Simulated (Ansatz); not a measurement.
**Hypothetical CdI2 type SiO2: O → Te**

Start from SiO$_{2}$ in the CdI2 type structure (space group P-3m1, No. 164; a = 2.6701 Å, c = 4.5084 Å; a hypothetical phase, not in the database extracts checked; layered, stacked along the Cartesian z axis).

It is then changed as follows: Te takes the place of O on all its sites, then cell and atoms are relaxed.

Method: PBEsol-D3(BJ) (Ansatz, a first-principles code), no spin-orbit coupling. Settings: 14×14×8 k-points, 0.05 eV Fermi–Dirac smearing, for the changed cell.

```json
{
  "volume_per_atom": "24.27 Å³ (base 9.28 Å³)",
  "density": "6.46 g/cm³ (base 3.58 g/cm³)",
  "lattice_parameter_a": "3.733 Å (base 2.670 Å)",
  "c/a ratio": "1.616 (base 1.688)",
  "space_group": "P-3m1 (No. 164) (base P-3m1 (No. 164))",
  "shortest_interatomic_distance": "2.698 Å (base 1.791 Å)",
  "band_gap": "zero (base 6.28 eV)"
}
```

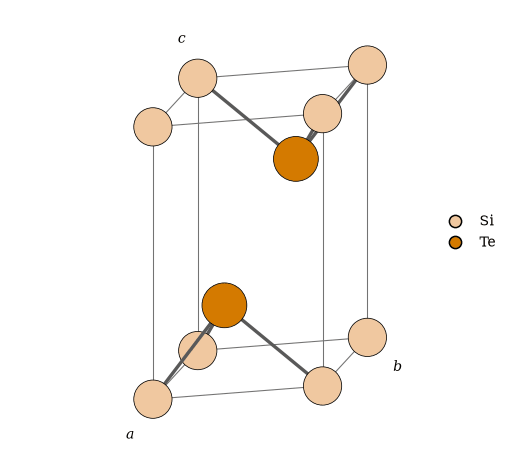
*The relaxed conventional cell after the change*

Stability against distortions was not tested. All final runs are without spin polarisation.
